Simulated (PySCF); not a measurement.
**HS− (hydrosulfide): CCSDTQ/SBKJC (core potential)**

Aim: the energy change on altering one bond length of HS− (hydrosulfide) at CCSDTQ/SBKJC (core potential), from 2 runs. 

Program for the calculation: PySCF 2.14.0.

13 further runs of the same task are left out: 3 that didn't finish, 10 set aside as unsound or not needed.

**1. The system as given**

The species is HS− (2 atoms), meant as a singlet with charge -1. As SMILES, `[SH-]`. Geometry: relaxed at PBE0-D4/def2-TZVPD.

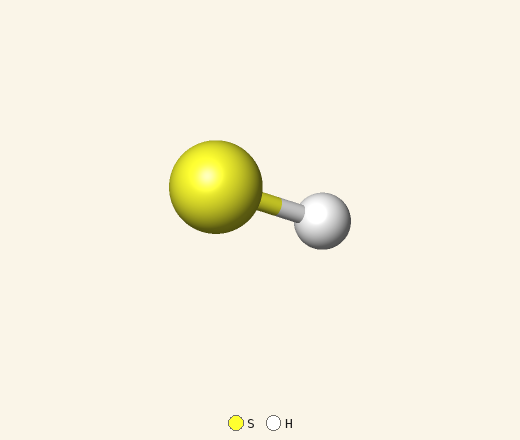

Viewed from a chosen angle; sulfur yellow, hydrogen white.

**2. The energy at CCSDTQ/SBKJC (core potential)**

The input, mol.xyz:

```xyz
2
HS
S      0.574700    -0.187900     0.295500
H     -0.574700     0.187900    -0.295500
```

The input, run.py:

```python
from pyscf import gto, scf, cc

mol = gto.M(
    atom='mol.xyz',
    max_memory=1860,
    basis='sbkjc',
    charge=-1,
    spin=0,
    ecp={'S': 'sbkjc'},
    verbose=3,
)

hf = scf.RHF(mol)
hf.conv_tol = 1e-10
hf.kernel()
if not hf.converged:
    hf = hf.newton().run(hf.mo_coeff, hf.mo_occ)

mycc = cc.CCSDTQ(hf)
mycc.kernel()
e_tot = mycc.e_tot
print('E(%s) = %.9f' % ('CCSDTQ', e_tot))
```

Command:

```console
$ OMP_NUM_THREADS=1 python run.py
```

The program printed:

```text
converged SCF energy = -10.5041901030456
_make_eris_incore_RCCSDTQ

WARN: A large `blksize` is being used, which may cause large memory consumption
      for storing contraction intermediates. If memory is sufficient, consider using
      `pyscf.cc.rccsdtq_highm.RCCSDTQ` instead.

RCCSDTQ converged
E(RCCSDTQ) = -10.55750312901409   E_corr = -0.05331302596845063
E_corr(same-spin) = -0.0067020475844777
E_corr(oppo-spin) = -0.0466109783839729
E(CCSDTQ) = -10.557503129
```

Wall time 8.1 s (1 thread of Arm Neoverse V1, shared host); peak memory 0.12 GiB.

**3. The distorted shape**

The input, run.py:

```python
from pyscf import gto, cc

mol = gto.M(
    atom='''
S      3.692444    -1.207255     1.898585
H     -1.086026     0.355080    -0.558414
''',
    basis='sbkjc',
    ecp={'S': 'sbkjc'},
    verbose=3,
    unit='bohr',
    max_memory=1860,
    charge=-1,
)

myscf = mol.RHF()
myscf.conv_tol = 1e-10
myscf.kernel()
if not myscf.converged:
    myscf = myscf.newton().run(myscf.mo_coeff, myscf.mo_occ)

mycc = cc.CCSDTQ(myscf)
mycc.kernel()
e_tot = mycc.e_tot
print(f'total energy: {e_tot:.8f} hartree')
```

Command:

```console
$ OMP_NUM_THREADS=1 python run.py
```

The program printed:

```text
converged SCF energy = -10.3351116854527
_make_eris_incore_RCCSDTQ

WARN: A large `blksize` is being used, which may cause large memory consumption
      for storing contraction intermediates. If memory is sufficient, consider using
      `pyscf.cc.rccsdtq_highm.RCCSDTQ` instead.

RCCSDTQ converged
E(RCCSDTQ) = -10.45823644212718   E_corr = -0.1231247566745045
E_corr(same-spin) = -0.00711692954062201
E_corr(oppo-spin) = -0.116007827133882
total energy: -10.45823644 hartree
```

Run time: 12 s. Hardware: 1 thread of Arm Neoverse V1, shared host; peak memory 0.14 GiB.

**4. Summary of results**

At CCSDTQ/SBKJC (core potential):

| quantity | value |
| --- | --- |
| first shape: total energy | -10.55750 Eh |
| first shape: HOMO energy (Hartree–Fock orbitals) | -2.07 eV |
| first shape: LUMO energy (Hartree–Fock orbitals) | 12.77 eV |
| first shape: HOMO–LUMO gap (to an unbound level, set by the basis) | 14.84 eV |
| first shape: correlation energy | -53.3 mEh |
| first shape: T1 diagnostic | 0.005 |
| distorted shape: total energy | -10.45824 Eh |
| distorted shape: HOMO energy (Hartree–Fock orbitals) | -2.31 eV |
| distorted shape: LUMO energy (Hartree–Fock orbitals) | 4.82 eV |
| distorted shape: HOMO–LUMO gap (to an unbound level, set by the basis) | 7.12 eV |
| distorted shape: correlation energy | -123.1 mEh |
| distorted shape: T1 diagnostic | 0.081 |
| energy change with the S1–H2 bond stretched from 1.346 to 2.961 Å | 2.701 eV |

In words: With the S1–H2 bond stretched from 1.346 to 2.961 Å the energy rises by 2.70 eV (62 kcal/mol). The first shape isn't relaxed at this level, so the change isn't measured from a minimum.
